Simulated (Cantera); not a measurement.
A closed system holds: 1 mol SF₆, 2.6 mol H₂, 0.44 mol N₂, at 1.00 Torr.

These are equilibrium values from Cantera (NASA tables, ideal gas, pure condensed phases), not measurements of a reactor. Candidate condensed phases: S; 35 gas species. The tables' values for S₂F₂ (SSF₂), SF₃, FS₂F (FSSF) are old estimates; treat these amounts as uncertain. Kinetics and transport are ignored.

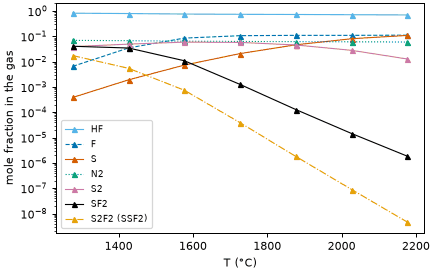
Equilibrium gas composition (values under 1e-9 drawn at 1e-9)

**Question.** Read off the mole fractions at 2177 °C.

**Answer.** HF about 0.70, F about 0.11, S about 0.11, N₂ about 0.060, S₂ about 0.013, SF₂ about 1.8e-6.
